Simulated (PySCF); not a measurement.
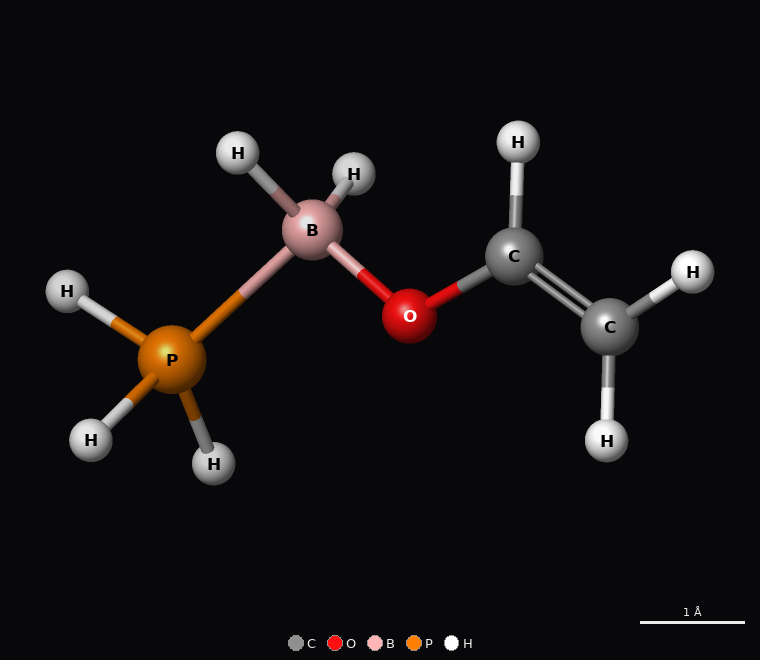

Rendered structure (ball-and-stick style).

Computed geometry: PBE0-D3(BJ)/def2-SVP optimisation. No frequency run is at hand to confirm it as a minimum.

Question: Give the formula.

Answer: C2H8BOP, 13 atoms: 2 carbon, 8 hydrogen, 1 boron, 1 oxygen and 1 phosphorus.

Question: What is its SMILES?

Answer: C=CO[BH2-][PH3+]

Question: Name some functional groups or characteristic bonds that it holds.

Answer: Among them: alkene, B–H bond.

Question: Count the bonded pairs by element.

Answer: 3 C–H, 3 P–H, 2 B–H, 1 C–C, 1 C–O, 1 B–O, 1 B–P.

The parts below concern this one geometry. Atoms keep their numbers from picture to picture.

## Geometry

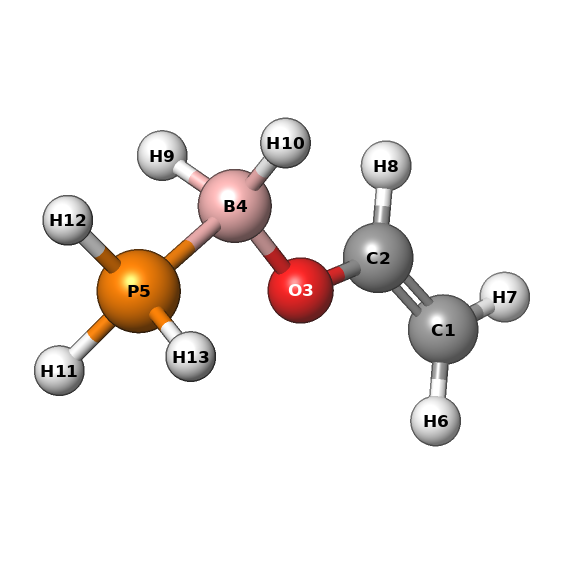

Atoms carry their numbers in the input. No frequency run is at hand to confirm it as a minimum.

Estimate the angles C2–C1–H6, C2–C1–H7, C1–C2–O3, C1–C2–H8, O3–C2–H8, C2–O3–B4, O3–B4–P5, O3–B4–H9, O3–B4–H10, P5–B4–H9, P5–B4–H10, B4–P5–H11, B4–P5–H12, B4–P5–H13.

| angle | degrees |
| --- | --- |
| C2–C1–H6 | 121.0 |
| C2–C1–H7 | 119.9 |
| C1–C2–O3 | 123.8 |
| C1–C2–H8 | 120.6 |
| O3–C2–H8 | 115.6 |
| C2–O3–B4 | 119.3 |
| O3–B4–P5 | 105.3 |
| O3–B4–H9 | 117.3 |
| O3–B4–H10 | 117.1 |
| P5–B4–H9 | 100.8 |
| P5–B4–H10 | 100.5 |
| B4–P5–H11 | 119.5 |
| B4–P5–H12 | 112.8 |
| B4–P5–H13 | 119.3 |

## NMR shielding

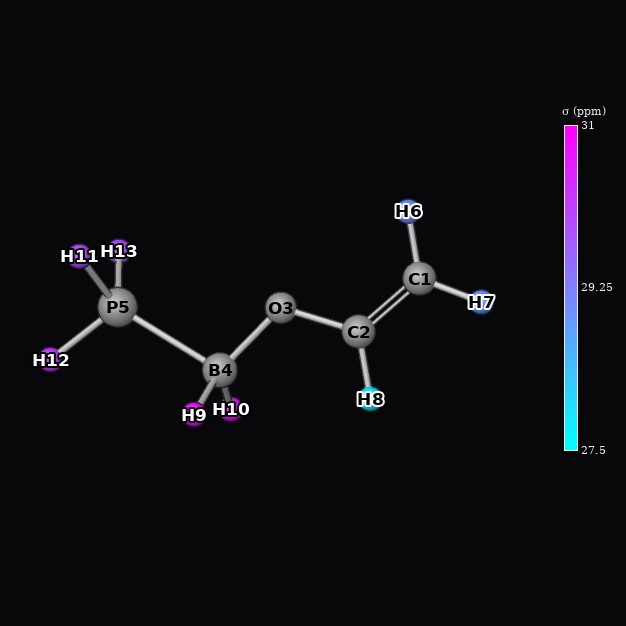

Atoms are coloured by their isotropic NMR shieldings (H only, the others grey). No frequency run is at hand to confirm it as a minimum. Level of theory: GIAO PBE0/STO-3G NMR shielding, non-relativistic, gas phase (PySCF 2.14.0).

List the isotropic NMR shieldings of the H atoms.

```json
{"atom": "H6", "σ (ppm)": "29.10"}
{"atom": "H7", "σ (ppm)": "29.00"}
{"atom": "H8", "σ (ppm)": "27.81"}
{"atom": "H9", "σ (ppm)": "30.65"}
{"atom": "H10", "σ (ppm)": "30.68"}
{"atom": "H11", "σ (ppm)": "29.91"}
{"atom": "H12", "σ (ppm)": "30.13"}
{"atom": "H13", "σ (ppm)": "29.91"}
```

## Levels of theory compared

No frequency run is at hand to confirm it as a minimum. Program: PySCF 2.14.0.

Compare HOMO energy (eV), HOMO–LUMO gap (eV), dipole (D) at these levels: B97-2/pcSseg-2; BHandHLYP/pcSseg-2; CAM-B3LYP/pcSseg-2; LC-wPBE/pcSseg-2; PBE0/6-31G; PBE0/STO-3G; PBE0/pcSseg-2; WP04/pcSseg-2; mPW1PW91/pcSseg-2; ωB97X-D/pcSseg-2.

| level | HOMO energy (eV) | HOMO–LUMO gap (eV) | dipole (D) |
| --- | --- | --- | --- |
| B97-2/pcSseg-2 | −5.62 | 5.40 | 4.87 |
| BHandHLYP/pcSseg-2 | −6.91 | 7.43 | 4.87 |
| CAM-B3LYP/pcSseg-2 | −7.19 | 7.84 | 4.90 |
| LC-wPBE/pcSseg-2 | −8.48 | 10.33 | 5.03 |
| PBE0/6-31G | −5.44 | 5.96 | 5.09 |
| PBE0/STO-3G | −2.39 | 7.85 | 6.52 |
| PBE0/pcSseg-2 | −5.87 | 5.68 | 4.88 |
| WP04/pcSseg-2 | −6.93 | 4.91 | 4.76 |
| mPW1PW91/pcSseg-2 | −5.89 | 5.69 | 4.87 |
| ωB97X-D/pcSseg-2 | −7.70 | 9.29 | 4.93 |

## Charges

The questions are on IAO charges. No frequency run is at hand to confirm it as a minimum. Method: PBE0/6-31G, gas phase (PySCF 2.14.0).

Question: Which atom carries the highest charge (most positive or least negative)?

Answer: P5 (0.43 e).

Question: And the lowest?

Answer: C1, O3 (−0.41 e).

List the IAO charges.

```tsv
atom	value (e)
C1	−0.41
C2	0.05
O3	−0.41
B4	−0.20
P5	0.43
H6	0.15
H7	0.15
H8	0.13
H9	−0.02
H10	−0.02
H11	0.05
H12	0.05
H13	0.05
```

## Quadrupole coupling

No frequency run is at hand to confirm it as a minimum. Electric field gradients from the ground-state density, PBE0/6-31G (PySCF 2.14.0), non-relativistic apart from any core potentials.

Give the largest field-gradient component, the quadrupole coupling constant and the asymmetry for 17O at O3 (Q = −25.6 mb), 11B at B4 (Q = 40.59 mb).

| atom | V_zz (a.u.) | e²qQ/h (MHz) | η |
| --- | --- | --- | --- |
| O3 | 1.600 | −9.63 | 0.36 |
| B4 | 0.203 | 1.94 | 0.85 |
